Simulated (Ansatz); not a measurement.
**CFGaO₂: density, localisation and related maps**

```yaml
atoms:
  - { symbol: C, position_ang: [-0.2956, 1.5799, -0.2634] }
  - { symbol: F, position_ang: [-1.5264, 1.5848, 0.2238] }
  - { symbol: Ga, position_ang: [1.9717, 1.5709, -1.1604] }
  - { symbol: O, position_ang: [0.1223, 0.5217, -0.7868] }
  - { symbol: O, position_ang: [0.3745, 2.6339, -0.1705] }
```

Geometry: r2SCAN-D4/def2-SVP.

These are results of isolated molecule in a Gaussian basis; Kohn-Sham density functional theory, functional PBE0 (Ansatz 0.2.0), not measurements.

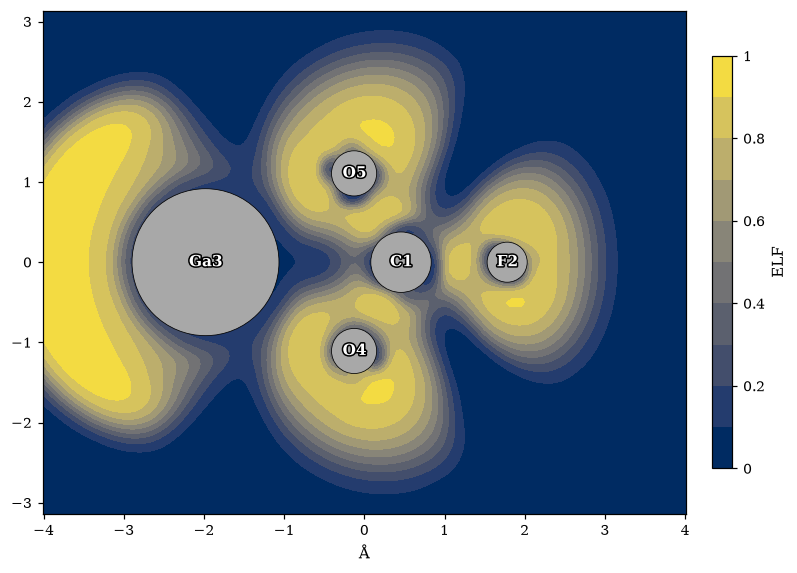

Figure 1. Electron localisation function on the molecular plane. Grey discs cover the atomic cores.

Q: Describe what can be read from this map.

A:
- Atoms in the plane: C, F, Ga and O.
- C–O (1.25 Å): the ELF peaks at about 0.85 between the atoms: a short, strongly polar bond.
- C–F (1.32 Å): the ELF peaks at about 0.85 between the atoms; a polar covalent bond.
- Ga–O (2.16 Å): the ELF peaks at about 0.85 in the valence shell of O, 0.6 Å from its nucleus, and is about 0.25 at the midpoint.
- The ELF also peaks beside O4, F2 and O5, away from the bonds: lone-pair regions.

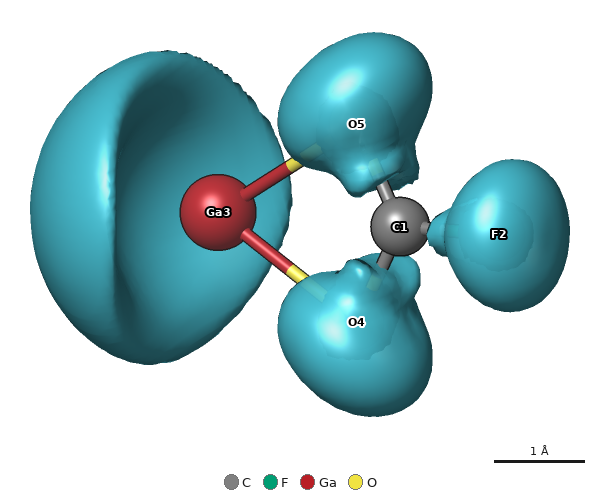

Figure 2. Isosurface of the ELF at 0.75 (cyan), seen at a tilt. Only the valence region is drawn (cores and ρ < 0.01 e/Å³ removed).

Q: Describe the localisation domains.

A: The surface consists of one region on F in which the atom's valence shell and bonds are merged, two regions on O in which the atom's valence shell and bonds are merged and one lobe on Ga, pointing away from the bonds (lone pairs).

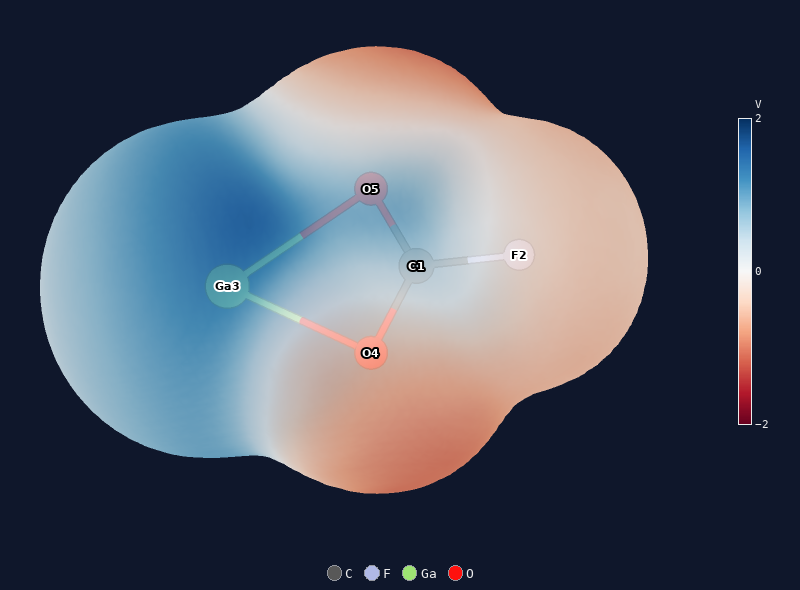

Figure 3. The electrostatic potential painted on the density surface at 0.001 e/bohr³, seen at a tilt; the colour scale runs from red (negative) to blue (positive).

Q: Where is the surface potential most negative and most positive?

A: The most negative region (about −1.0 V, or −23 kcal/mol for a unit charge) lies over O4 and O5, the most positive (about +1.6 V, or +37 kcal/mol for a unit charge) over Ga3.

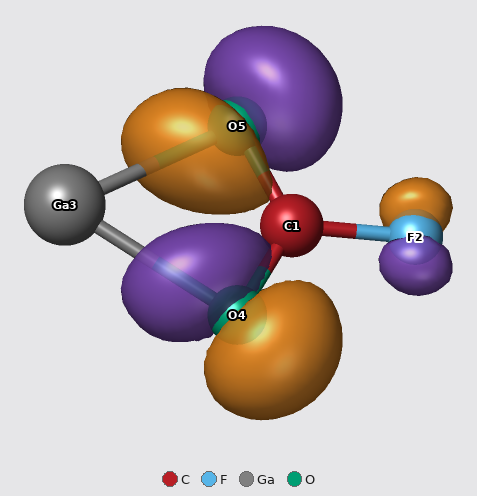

Figure 4. The HOMO−1 at ±0.15 Å⁻³ᐟ² (orange and purple are the two phases), seen at a tilt.

Q: Where does this orbital lie, and at what energy?

A: By Hirshfeld shares it lies mainly on O4 (about 40 %), O5 (about 40 %), C1 (about 5 %) and Ga3 (about 5 %); it is symmetric in the molecular plane (an in-plane orbital: σ, lone-pair or in-plane π type); largely a combination of lone pairs on O4 and O5. Its energy is −9.25 eV.
